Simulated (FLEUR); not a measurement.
## How far to go with the basis cutoff: Bi (R-3m, 2 atoms in the cell)

```
Bi
1.0
    4.14499    -2.26363     0.00000
    4.14499     2.26363     0.00000
    2.90880     0.00000     3.72073
Bi
2
Direct
  0.23824   0.23824   0.23824
  0.76600   0.76600   0.76600
```

Method: PBEsol, all-electron FLAPW (FLEUR), scalar-relativistic valence run with FLEUR.

Base settings: Kmax = 3.8 1/bohr; GmaxXC = 15.2 1/bohr; xcFunctional = PBEs; jspins = 1; l_soc = F; mode = hist; fermiSmearingEnergy = 0.00367493 Htr; mesh (inpgen div1-3) = 3 3 3; inpgen gamma flag = false; Gmax = 15.2 1/bohr.

Moved along: Gmax, GmaxXC.

The second cell is the first with its lattice scaled by 0.98.

The mesh stays at the base's, so the ladder's end is converged at best in this setting alone.

Only quantities that move along the ladder and can be compared are tabulated.

The starting cell has typed, rounded lattice constants, without a prior relaxation at this level. Its lattice was rescaled by up to half a per cent. One atom was moved a little off its site on purpose. Spin-orbit coupling is off. Values depend on the basis (sphere radii, cutoffs, local orbitals), which need not be converged.

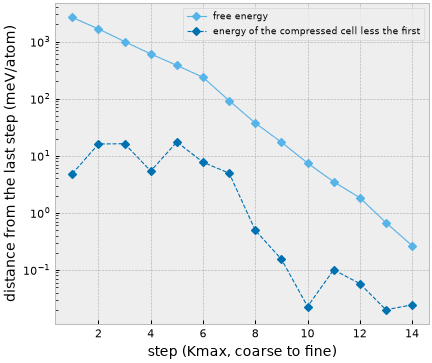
*Distance from the last step along the ladder; very small values are drawn at a floor.*

```tsv
Kmax	free energy less the last step's (meV/atom)	energy of the compressed cell less the first (meV/atom)	largest difference of a force vector from the last step's (eV/Å)	gap on the mesh (eV)
2.25 1/bohr	2649.38	8.08	0.121	1.347
2.4 1/bohr	1665.83	-3.14	0.061	1.335
2.55 1/bohr	999.72	-3.32	0.046	1.323
2.69 1/bohr	607.90	7.53	0.015	1.316
2.82 1/bohr	382.54	-4.49	0.009	1.312
2.94 1/bohr	236.66	5.25	0.001	1.308
3.18 1/bohr	92.27	7.97	0.000	1.304
3.4 1/bohr	37.34	13.42	0.001	1.302
3.6 1/bohr	17.28	12.77	0.000	1.302
3.8 1/bohr	7.44	12.90	0.000	1.301
3.99 1/bohr	3.49	13.02	0.000	1.300
4.16 1/bohr	1.84	12.87	0.000	1.300
4.42 1/bohr	0.67	12.94	0.000	1.300
4.65 1/bohr	0.27	12.95	0.000	1.300
5.03 1/bohr	0.00	12.92	0.000	1.300
```

Coarsest Kmax that holds the gap on the mesh within 0.02 eV of the last step, with all finer ones: 2.69 1/bohr; the step before is off by 0.023 eV.

Coarsest Kmax that holds the free energy within 2 meV/atom of the last step, with all finer ones: 4.16 1/bohr; the step before is off by 3.5 meV/atom.

Coarsest Kmax that holds the forces within 0.02 eV/Å of the last step, with all finer ones: 2.69 1/bohr; the step before is off by 0.046 eV/Å.

The energy difference between the two cells stays within 1 meV/atom of the last step's from 3.4 1/bohr on, the total only from 4.42 1/bohr on: much of the error is common to both cells and cancels.

Two neighbours can agree and both be off: 2.4 1/bohr and 2.55 1/bohr differ by 0.18 meV/atom in the energy of the compressed cell less the first, yet lie about 16 meV/atom from the last step.
